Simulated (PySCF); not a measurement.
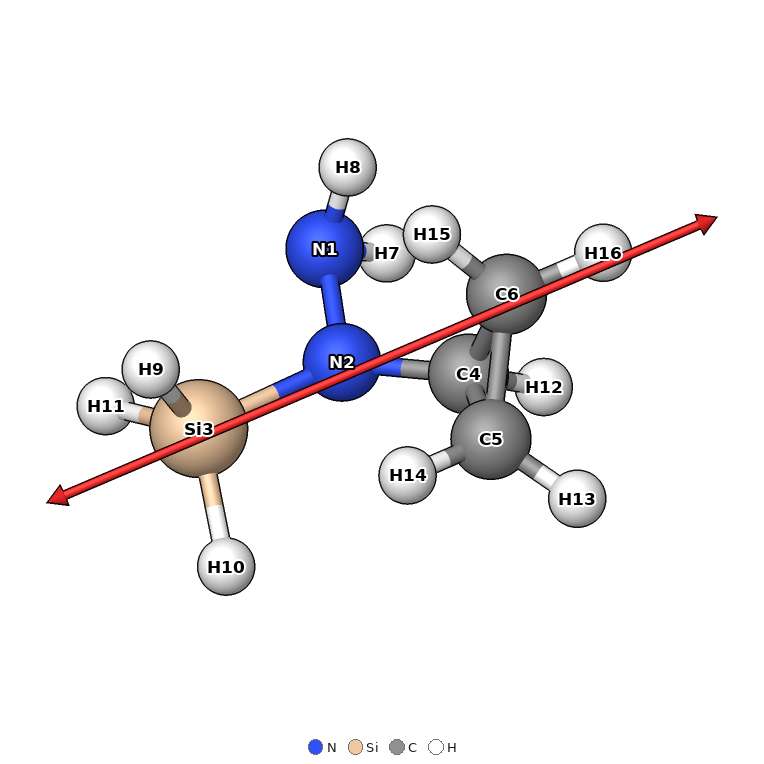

The double arrow shows the direction of the transition dipole to excited singlet state 5 (its length means nothing). The geometry was computed by an optimisation with GFN2-xTB. No frequency run is at hand to confirm it as a minimum. Method: TDDFT PBE0/def2-SVPD, vertical, gas phase, core orbitals frozen in the response (PySCF 2.14.0).

Give its energy, strength and character.

Answer. 6.66 eV (186 nm), oscillator strength 0.028, mainly HOMO−1 → LUMO (weight 0.85); transition dipole 1.06 D.

The geometry is semi-empirical. Around Si such bond lengths and angles can be off by a tenth of an ångström or more and by several degrees, and values that hang on the shape move with them.
